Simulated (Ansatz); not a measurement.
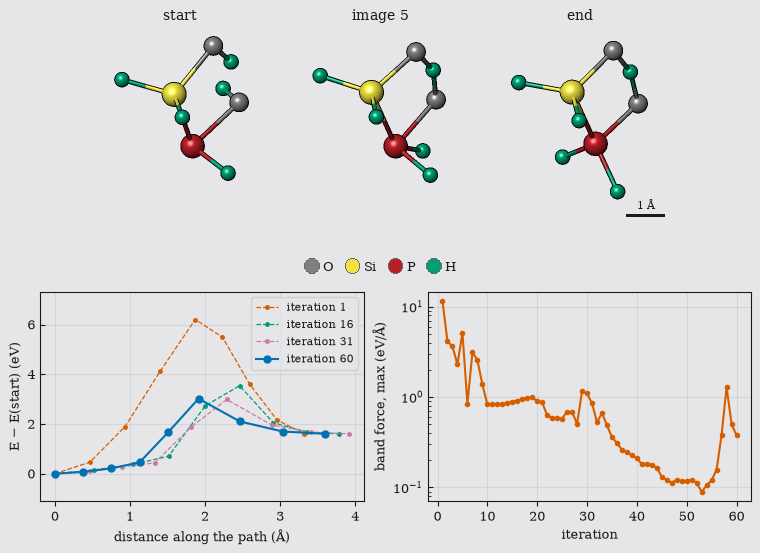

NEB run on SiPH5O2. Images are numbered from 0 (start) to 8 (end). The plot follows the band through its iterations. A ball-and-stick model, seen from a free direction.

The calculation used RKS PBE/STO-3G (Ansatz 0.2.0). Set-up: 7 movable images; climbing image; force threshold 0.05 eV/Å; iteration limit 60; optimiser FIRE; starting path through a guess of the saddle point.

Did the band converge, and can the barrier be trusted?

Answer. The result isn't final. The band hadn't converged when the run stopped after 60 iterations. The largest component of the band force went from 11 to 0.38 eV/Å. The barrier read from it is provisional, though the highest image hardly moved in the last two iterations. The first iteration put the highest image at 6.20 eV. The energy climbs by 3.02 eV to image 5 and then falls by 1.41 eV, so the end point sits at +1.61 eV.

Limits of the set-up: STO-3G is a minimal basis, so the numbers are rough.

Cost: 9.2 min on 1 thread of Arm Neoverse V2 (shared host), peak memory 0.09 GiB.
